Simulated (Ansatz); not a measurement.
# Bi2Te3 (Tellurobismuthite): G0W0 under other settings

Aim: change settings of a G0W0 run on Bi2Te3 (Tellurobismuthite) and see what moves.

Program: Ansatz 0.2.0. Level of theory: G0W0 on PBE, plane waves, PAW. Results are calculated unless marked as measured.

## (1) Set-up

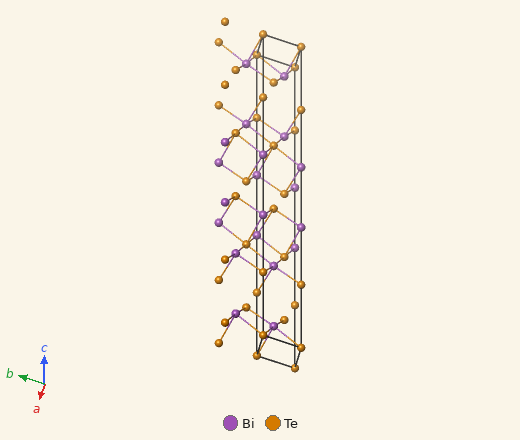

The starting structure, seen from a free direction (bismuth purple, tellurium orange). 1×2×1 cells are drawn. This picture shows the conventional cell, with its axes. Bonds to atoms that aren't drawn are left out. Some periodic images of atoms are drawn too.

The cell and positions come from the Crystallography Open Database and are kept as given unless a step says otherwise. Spin-orbit coupling is left out unless a step names it. The default PAW set here is soft_2. Its files were made with PBE.

## (2) The base run: 4×4×4 mesh, 505 empty bands, screening to 120 eV

Now the one-shot GW correction: screening in the RPA, then the self-energy of the levels asked for.

The input, input.yaml:

```yaml
crystal:
  lattice:
    - [2.193, 1.2661291403, 10.1656666667]
    - [-2.193, 1.2661291403, 10.1656666667]
    - [0.0, -2.5322582807, 10.1656666667]
  atoms:
    - { symbol: Bi, position: [0.4, 0.4, 0.4] }
    - { symbol: Bi, position: [0.6, 0.6, 0.6] }
    - { symbol: Te, position: [0.0, 0.0, 0.0] }
    - { symbol: Te, position: [0.2095, 0.2095, 0.2095] }
    - { symbol: Te, position: [0.7905, 0.7905, 0.7905] }
kpoints:
  mp_grid: { grid: [4, 4, 4] }
hamiltonian:
  xc: pbe
scf:
  occupations: { method: fixed }
gw:
  n_empty_bands: 505
  ecut_chi: 120
  qp_bands: [v2, c2]
  qp_kpoints: band_edges
  screening: { model: contour_deformation }
```

Launch:

```bash
> ansatz run input.yaml --threads 3 --pin off --max-ram 92160MiB --backend cuda --events-out ev --progress --plain --runs-dir out --devices 1 --max-vram 13GiB  # rebuilt from the run's record
```

Numbers of over 12 decimals in the logs are rounded to 6 here.

Log:

```text
GPUs: using 1 of 1 available (devices: 1).
Engine: ansatz 0.2.0, x86_64-unknown-linux-gnu
Pseudopotentials: kind: paw
Pseudopotential: Bi, paw, valence charge 15, recommended cutoff 420 eV (normal), Bi.paw.azcp
Pseudopotential: Te, paw, valence charge 16, recommended cutoff 420 eV (normal), Te.paw.azcp
Functional definition: PBE
  parameter kappa = 0.804
  parameter beta = 0.066725
  exchange = pbe_x(kappa = kappa, mu = beta*pi^2/3)
  correlation = pbe_c(beta = beta)
device memory: the entry about to start is reckoned to put 4.8 GiB on a device that reports 47.6 GiB free (of which the cap on the GPU budget leaves the run 13.0 GiB)
GPU FFT provider: cuFFT
GPU libraries: cuBLAS 13.8.2, cuFFT 12.4.0, cuSOLVER 12.3.4
Crystal: 5 atoms, lattice volume = 169.357 Å³
Basis set: ecut = 420 eV, 3345 PW (Γ)
Bands: 47, of which v1, the nominal top of the filled ones, is band 39 counted from 1 (38 counted from 0)
Symmetry: 12 space group operations
Space group: R-3m (ITA 166), of the structure as read, at distance tolerance 5.5e-5 Å
k-points: 13 of 64
Non-local potential: Bi, projectors of the file, l = 0: 2, l = 1: 2, l = 2: 2, l = 3: 2
Non-local potential: Te, projectors of the file, l = 0: 2, l = 1: 2, l = 2: 2, l = 3: 2
PAW form: soft (Blöchl's): semilocal exchange-correlation on the pseudo side does not see the compensation charge
PAW one-centre angular grid: Bi, 590 points (default); XC on 64 Gauss nodes
PAW one-centre angular grid: Te, 590 points (default); XC on 64 Gauss nodes
Initial density: superposition of atomic densities (neutral atoms: chi_scale 0, normalization atom), corrected by the library's trained network
Initial wavefunctions: pseudopotential atomic-orbital guess
GPU buffer pool allocated for 373248 grid points (all kernels)
GPU transforms: local potential and band sums: pruned to the plane-wave sphere, on 72×72×72
Functional: x = pbe(κ = 0.804, μ = 0.219515), c = pbe(β = 0.066725)
SCF iter   1: F=—  HF=-45734.113925 eV  |F-HF|=—  |Δ(HF+E_count)|=         —  Δρ=1.01e-3  dr2=2.67e-3  ethr=1.77e-3  ⟨swp⟩=5.2  Hψ=2030  notcnv=0  defer=71
preconditioner: auto → Resta (q_TF=auto, 2.398 Å⁻¹)  ε∞=4.2  [insulator: Δε(μ)=0.295 eV  Ē_g=8.431 eV  n_scr=42 (ndim 8)  ℏωp=15.1 eV  f_vac=0.015  ε∞_Penn≈4.2]
SCF iter   2: F=—  HF=-45734.110771 eV  |F-HF|=—  |Δ(HF+E_count)|=   3.15e-3  Δρ=5.24e-4  dr2=5.06e-4  ethr=3.43e-6  ⟨swp⟩=2.9  Hψ=1308  notcnv=0  defer=76
SCF iter   3: F=—  HF=-45734.110949 eV  |F-HF|=—  |Δ(HF+E_count)|=   1.78e-4  Δρ=2.10e-4  dr2=7.17e-5  ethr=6.48e-7  ⟨swp⟩=2.0  Hψ=920  notcnv=0  defer=75
SCF iter   4: F=—  HF=-45734.111007 eV  |F-HF|=—  |Δ(HF+E_count)|=   5.82e-5  Δρ=7.22e-5  dr2=1.24e-5  ethr=9.20e-8  ⟨swp⟩=2.0  Hψ=769  notcnv=0  defer=62
[...]
E_closure    = 0.000000  (closes the sum)
  Σ components = -45734.111013   (vs F -45734.111013, Δ=0.00e0)
--- Band table (eV; the first three rows and the last of 13) ---
  k-point 0: bands = [... 35 lower, 7.6072, 8.4498, 8.4498, 9.3148, 9.6120, 9.9675, 9.9675, 11.2870, ... 4 higher]
  k-point 1: bands = [... 35 lower, 7.2935, 8.3348, 8.4376, 8.7001, 10.3347, 10.7445, 10.7789, 11.8306, ... 4 higher]
  k-point 2: bands = [... 35 lower, 6.4065, 6.9024, 8.4003, 8.8063, 9.8946, 10.3731, 12.0634, 12.1010, ... 4 higher]
  k-point 12: bands = [... 35 lower, 7.9025, 8.1598, 8.1598, 8.8749, 10.1603, 10.4495, 10.4495, 10.9607, ... 4 higher]
--- G₀W₀: contour deformation, 8 samples at zero and on the imaginary axis and 1 off it, 64 q-points, 505 empty bands' worth ---
  eigenvalues of the whole cell's RPA ε∞ on this k-mesh (on a slab, of 1 + 4πα/V) = 47.4077, 47.4077, 54.4403; static W/v taken at q = 0 is 0.022297
  bands read: the sum over 544 bands ends inside a degenerate multiplet in 2 slots, whose members it reads at an even weight; the widest, k=7: bands 544 to 545 (counted from 1) at 1/2 each
  gw.qp_kpoints: band_edges: 8 of 13 stored k-points solved, in 1 pass; an edge of the gap read off the rows below is read off those points alone
    valence top: of the k-points left out ik 1 came nearest to being solved in a further pass, in band 39 (counted from 1, as in the quasiparticle table): it holds the edge there only if its correction is more favourable than any solved in that band by at least 0.587 eV; those differ by 0.099 eV
    conduction bottom: of the k-points left out ik 1 came nearest to being solved in a further pass, in band 40 (counted from 1, as in the quasiparticle table): it holds the edge there only if its correction is more favourable than any solved in that band by at least 0.699 eV; those differ by 0.055 eV
  `?` marks the rows in doubt; gw_qp.tsv's column doubts and the gw_qp event give each row's grounds
    ik  band        ε_KS         Σx   Σc(E_QP)       V_xc       Z   E_QP_lin       E_QP  E_QP is
     0    38      8.4498   -15.3293     1.0644   -13.8783  0.7388     8.0538     8.0632  root
     0    39      9.3148   -14.6093    -0.0278   -14.3399  0.7526     9.0271     9.0176  root ?
     0    40      9.6120   -10.0424    -2.9030   -12.8399  0.7704     9.5066     9.5065  root
     0    41      9.9675   -10.0316    -2.9732   -12.8830  0.7590     9.8458     9.8456  root
     2    38      8.4003   -15.2981     1.0594   -13.8473  0.7384     8.0006     8.0089  root
     2    39      8.8063   -14.7723     0.4060   -14.0409  0.7497     8.4731     8.4808  root
     2    40      9.8946    -9.8159    -3.0166   -12.7273  0.7687     9.7894     9.7894  root
     2    41     10.3731    -9.9764    -3.0523   -12.9172  0.7571    10.2618    10.2615  root
     5    38      7.5378   -14.3934     1.2032   -12.8380  0.7317     7.1769     7.1856  root
[...]
11    41     10.4927    -9.8909    -3.0939   -12.8803  0.7606    10.3883    10.3881  root
    12    38      8.1598   -15.2913     1.2883   -13.6238  0.7282     7.7710     7.7806  root
    12    39      8.8749   -14.5522     0.2486   -14.0205  0.7482     8.5970     8.5918  root ?
    12    40     10.1603   -10.2181    -3.1342   -13.2340  0.7497    10.0422    10.0419  root
    12    41     10.4495   -10.2434    -3.2048   -13.3376  0.7445    10.3389    10.3390  root
[key lines of the parts left out:]
SCF converged after 7 iterations
Free energy (F): -45734.111013 eV
Fermi energy:    9.314846 eV
```

Elapsed: 68 s, on 1 × NVIDIA H100 80GB HBM3 (shared by 6 runs) with 3 threads of AMD EPYC 7R13 (Zen 3), shared host; peak memory 2.2 GiB.

Numbers from this step:

```yaml
bands_summed: 544
rpa_eps_infinity_on_this_mesh_eigenvalues: 47.41, 47.41, 54.44
plane_waves_in_the_screening_matrix: 505
q_points_in_the_mesh: 64
g0w0_gap_on_the_mesh: 0.4889 eV
k_of_the_valence_top: 0, 0, 0
k_of_the_conduction_bottom: 0, 0, 0
starting_gap_on_the_mesh: 0.2971 eV
z_at_the_valence_top: 0.7526
z_at_the_conduction_bottom: 0.7704
least_direct_g0w0_gap_on_the_computed_points: 0.4889 eV
```

The gap on the mesh goes from 0.30 eV to 0.49 eV, a correction of +0.19 eV. The program marks an edge row as in doubt. Between the two edge states, bare exchange in place of the xc potential would open the gap by 3.07 eV, and correlation takes back 2.88 eV.

## (3) Variant: low screening cutoff

input.yaml, as its differences from that of step 2:

```diff
@@ -19,3 +19,3 @@
   n_empty_bands: 505
-  ecut_chi: 120
+  ecut_chi: 25
   qp_bands: [v2, c2]
```

Log:

```text
GPUs: using 1 of 1 available (devices: 1).
[...]
GPU FFT provider: cuFFT
GPU libraries: cuBLAS 13.8.2, cuFFT 12.4.0, cuSOLVER 12.3.4
Crystal: 5 atoms, lattice volume = 169.357 Å³
Basis set: ecut = 420 eV, 3345 PW (Γ)
Bands: 47, of which v1, the nominal top of the filled ones, is band 39 counted from 1 (38 counted from 0)
[... 1 set-up line as in the run before ...]
[...]
k-points: 13 of 64
[...]
GPU buffer pool allocated for 373248 grid points (all kernels)
[...]
SCF iter   1: F=—  HF=-45734.113925 eV  |F-HF|=—  |Δ(HF+E_count)|=         —  Δρ=1.01e-3  dr2=2.67e-3  ethr=1.77e-3  ⟨swp⟩=5.2  Hψ=2030  notcnv=0  defer=71
[...]
SCF iter   7: F=-45734.111013 eV  HF=-45734.111013 eV  |F-HF|=1.02e-10  |Δ(HF+E_count)|=   2.63e-7  Δρ=2.79e-6  dr2=1.35e-8  ethr=1.28e-10  ⟨swp⟩=11.3  Hψ=2739  notcnv=0
SCF 1 converged in 7 iterations: F = -45734.111013 eV  dr2 = 1.35e-8
[...]
NSCF: frozen V_eff on 13 k-points
[...]
G₀W₀ screening: q 1/13
[... further progress lines ...]
[...]
SCF converged after 7 iterations
Free energy (F): -45734.111013 eV
[...]
Internal energy: -45734.111013 eV  (E = F + TS)
E sigma→0 (E₀):  -45734.111013 eV
Fermi energy:    9.314846 eV
[...]
--- Band table (eV; the first three rows and the last of 13) ---
  k-point 0: bands = [... 35 lower, 7.6072, 8.4498, 8.4498, 9.3148, 9.6120, 9.9675, 9.9675, 11.2870, ... 4 higher]
  k-point 1: bands = [... 35 lower, 7.2935, 8.3348, 8.4376, 8.7001, 10.3347, 10.7445, 10.7789, 11.8306, ... 4 higher]
  k-point 2: bands = [... 35 lower, 6.4065, 6.9024, 8.4003, 8.8063, 9.8946, 10.3731, 12.0634, 12.1010, ... 4 higher]
  k-point 12: bands = [... 35 lower, 7.9025, 8.1598, 8.1598, 8.8749, 10.1603, 10.4495, 10.4495, 10.9607, ... 4 higher]
[...]
0    38      8.4498   -15.3293     1.5571   -13.8783  0.7530     8.5556     8.5559  root
     0    39      9.3148   -14.6093     0.4954   -14.3399  0.7664     9.5406     9.5409  root
     0    40      9.6120   -10.0424    -2.5512   -12.8399  0.7803     9.8568     9.8583  root
     0    41      9.9675   -10.0316    -2.5751   -12.8830  0.7707    10.2395    10.2438  root
     2    38      8.4003   -15.2981     1.5499   -13.8473  0.7525     8.4993     8.4994  root
     2    39      8.8063   -14.7723     0.8928   -14.0409  0.7636     8.9674     8.9675  root
     2    40      9.8946    -9.8159    -2.6572   -12.7273  0.7792    10.1469    10.1488  root
     2    41     10.3731    -9.9764    -2.6449   -12.9172  0.7688    10.6568    10.6690  root ?
     5    38      7.5378   -14.3934     1.5830   -12.8380  0.7446     7.5654     7.5654  root
[...]
7    41     10.1661   -10.1328    -2.6364   -13.0655  0.7649    10.4515    10.4624  root ?
[...]
11    40     10.4636    -9.7587    -2.7992   -12.8345  0.7711    10.7358    10.7402  root
    11    41     10.4927    -9.8909    -2.6942   -12.8803  0.7719    10.7752    10.7879  root ?
    12    38      8.1598   -15.2913     1.7518   -13.6238  0.7417     8.2439     8.2441  root
    12    39      8.8749   -14.5522     0.7304   -14.0205  0.7608     9.0728     9.0736  root
    12    40     10.1603   -10.2181    -2.7264   -13.2340  0.7623    10.4408    10.4498  root ?
    12    41     10.4495   -10.2434    -2.7902   -13.3376  0.7564    10.7576    10.7536  root
```

Run time: 67 s. Hardware: 1 × NVIDIA H100 80GB HBM3 (shared by 6 runs) with 3 threads; peak memory 1.8 GiB.

Against the base:

| setting | base | variant |
| --- | --- | --- |
| screening cutoff (eV) | 120 | 25 |

| quantity | variant | base |
| --- | --- | --- |
| starting gap on the mesh | 0.297 | 0.297 |
| G0W0 gap on the mesh | 0.317 | 0.489 |
| least direct G0W0 gap on the computed points | 0.317 | 0.489 |
| Z at the valence top | 0.766 | 0.753 |
| Z at the conduction bottom | 0.780 | 0.770 |

## (4) Variant: wider window of levels

input.yaml, as its differences from that of step 3:

```diff
@@ -18,6 +18,6 @@
 gw:
-  n_empty_bands: 505
-  ecut_chi: 25
-  qp_bands: [v2, c2]
-  qp_kpoints: band_edges
+  n_empty_bands: 384
+  ecut_chi: 100
+  qp_bands: [v6, c6]
+  qp_kpoints: [[0, 0, 0]]
   screening: { model: contour_deformation }
```

Log:

```text
GPUs: using 1 of 1 available (devices: 1).
[...]
GPU FFT provider: cuFFT
GPU libraries: cuBLAS 13.8.2, cuFFT 12.4.0, cuSOLVER 12.3.4
Crystal: 5 atoms, lattice volume = 169.357 Å³
Basis set: ecut = 420 eV, 3345 PW (Γ)
Bands: 47, of which v1, the nominal top of the filled ones, is band 39 counted from 1 (38 counted from 0)
[... 1 set-up line as in the run before ...]
[...]
k-points: 13 of 64
[...]
GPU buffer pool allocated for 373248 grid points (all kernels)
[...]
SCF iter   1: F=—  HF=-45734.113925 eV  |F-HF|=—  |Δ(HF+E_count)|=         —  Δρ=1.01e-3  dr2=2.67e-3  ethr=1.77e-3  ⟨swp⟩=5.2  Hψ=2030  notcnv=0  defer=71
[...]
SCF iter   7: F=-45734.111013 eV  HF=-45734.111013 eV  |F-HF|=1.02e-10  |Δ(HF+E_count)|=   2.63e-7  Δρ=2.79e-6  dr2=1.35e-8  ethr=1.28e-10  ⟨swp⟩=11.3  Hψ=2739  notcnv=0
SCF 1 converged in 7 iterations: F = -45734.111013 eV  dr2 = 1.35e-8
[...]
G₀W₀ screening: q 1/13
[... further progress lines ...]
[...]
SCF converged after 7 iterations
Free energy (F): -45734.111013 eV
[...]
Internal energy: -45734.111013 eV  (E = F + TS)
E sigma→0 (E₀):  -45734.111013 eV
Fermi energy:    9.314846 eV
[...]
--- Band table (eV; the first three rows and the last of 13) ---
  k-point 0: bands = [... 35 lower, 7.6072, 8.4498, 8.4498, 9.3148, 9.6120, 9.9675, 9.9675, 11.2870, ... 4 higher]
  k-point 1: bands = [... 35 lower, 7.2935, 8.3348, 8.4376, 8.7001, 10.3347, 10.7445, 10.7789, 11.8306, ... 4 higher]
  k-point 2: bands = [... 35 lower, 6.4065, 6.9024, 8.4003, 8.8063, 9.8946, 10.3731, 12.0634, 12.1010, ... 4 higher]
  k-point 12: bands = [... 35 lower, 7.9025, 8.1598, 8.1598, 8.8749, 10.1603, 10.4495, 10.4495, 10.9607, ... 4 higher]
[...]
0    34      7.5837   -15.4539     1.6500   -13.4909  0.7244     7.2629     7.2707  root
     0    35      7.6072   -15.5163     1.6217   -13.5843  0.7167     7.2888     7.2967  root
     0    36      7.6072   -15.5163     1.6217   -13.5843  0.7167     7.2888     7.2967  root
     0    37      8.4498   -15.3293     1.1313   -13.8783  0.7392     8.1222     8.1300  root
     0    38      8.4498   -15.3293     1.1313   -13.8783  0.7392     8.1222     8.1300  root
     0    39      9.3148   -14.6093     0.0596   -14.3399  0.7530     9.1055     9.1051  root
     0    40      9.6120   -10.0424    -2.8349   -12.8399  0.7707     9.5746     9.5746  root
     0    41      9.9675   -10.0316    -2.9083   -12.8830  0.7593     9.9106     9.9105  root
     0    42      9.9675   -10.0316    -2.9083   -12.8830  0.7593     9.9106     9.9105  root
     0    43     11.2870    -9.2266    -3.7662   -12.9656  0.7405    11.2599    11.2599  root
     0    44     11.4256    -9.9632    -3.7501   -13.7117  0.7282    11.4241    11.4241  root
     0    45     11.4256    -9.9632    -3.7501   -13.7117  0.7282    11.4241    11.4241  root
```

Elapsed: 30 s, on 1 × NVIDIA H100 80GB HBM3 (shared by 6 runs) with 3 threads; peak memory 1.6 GiB.

Absolute levels on the run's own zero. QP, by row:

| k index | band | KS (eV) | Sigma_x (eV) | Sigma_c (eV) | Vxc (eV) | Z | QP linearised (eV) | QP (eV) | source | doubts |
| --- | --- | --- | --- | --- | --- | --- | --- | --- | --- | --- |
| 0 | 34 | 7.584 | -15.45 | 1.65 | -13.49 | 0.7244 | 7.263 | 7.271 | root |  |
| 0 | 35 | 7.607 | -15.52 | 1.622 | -13.58 | 0.7167 | 7.289 | 7.297 | root |  |
| 0 | 36 | 7.607 | -15.52 | 1.622 | -13.58 | 0.7167 | 7.289 | 7.297 | root |  |
| 0 | 37 | 8.45 | -15.33 | 1.131 | -13.88 | 0.7392 | 8.122 | 8.13 | root |  |
| 0 | 38 | 8.45 | -15.33 | 1.131 | -13.88 | 0.7392 | 8.122 | 8.13 | root |  |
| 0 | 39 | 9.315 | -14.61 | 0.0596 | -14.34 | 0.753 | 9.105 | 9.105 | root |  |
| 0 | 40 | 9.612 | -10.04 | -2.835 | -12.84 | 0.7707 | 9.575 | 9.575 | root |  |
| 0 | 41 | 9.967 | -10.03 | -2.908 | -12.88 | 0.7593 | 9.911 | 9.911 | root |  |
| 0 | 42 | 9.967 | -10.03 | -2.908 | -12.88 | 0.7593 | 9.911 | 9.911 | root |  |
| 0 | 43 | 11.29 | -9.227 | -3.766 | -12.97 | 0.7405 | 11.26 | 11.26 | root |  |
| 0 | 44 | 11.43 | -9.963 | -3.75 | -13.71 | 0.7282 | 11.42 | 11.42 | root |  |
| 0 | 45 | 11.43 | -9.963 | -3.75 | -13.71 | 0.7282 | 11.42 | 11.42 | root |  |

Against the base:

| setting | base | variant |
| --- | --- | --- |
| empty bands | 505 | 384 |
| screening cutoff (eV) | 120 | 100 |
| levels asked | v2 to c2 | v6 to c6 |
| points asked | band edges | [[0, 0, 0]] |

## (5) Outcome

| Item | Value |
| --- | --- |
| base | 0.49 eV, 68 s |
| low screening cutoff | 0.32 eV, 67 s |
| wider window of levels | direct gap at the listed points 0.47 eV, 30 s |

Low screening cutoff: the gap moves by −0.17 eV; such settings are too crude to quote. Wider window of levels: only the listed points were computed; the least direct gap there is 0.47 eV, with empty bands, screening cutoff, levels asked and points asked changed against the base. All runs here use a coarse mesh and modest cutoffs; they test settings and are not final values. Where an edge is built on 6p states of lead, bismuth or thallium, scalar-relativistic gaps usually stand too wide, by a few tenths to over one eV. With atoms this heavy and so narrow a gap, spin-orbit coupling can invert the bands. These scalar-relativistic gaps are then model values, not to be set against experiment, and a spin-orbit change taken from DFT can't simply be added. The RPA ε∞ on this mesh reaches over 25; with a narrow direct gap a coarse mesh can overstate it, and the correction is then too small. The program marks a band-edge row as in doubt, so the gap is less sure than its digits.

[Paths, hosts, dates, memory and timing lines, banners, echoed tables and standing remarks are left out of the program output.]

[Logs are printed without paths, hosts, clocks, repeated set-up lines and the standing remarks that a program may print on its own settings, such as how far it seeks lower states.]

[Runs of the session that timed out or met a known fault of the program may be left out.]

[Cells called generated may have been cut or substituted from an entry of the Crystallography Open Database or the Materials Project.]

[Hosts, paths, dates, database ids (printed as entryN), source tags and the programs' standing remarks are cut or masked in the printed files.]
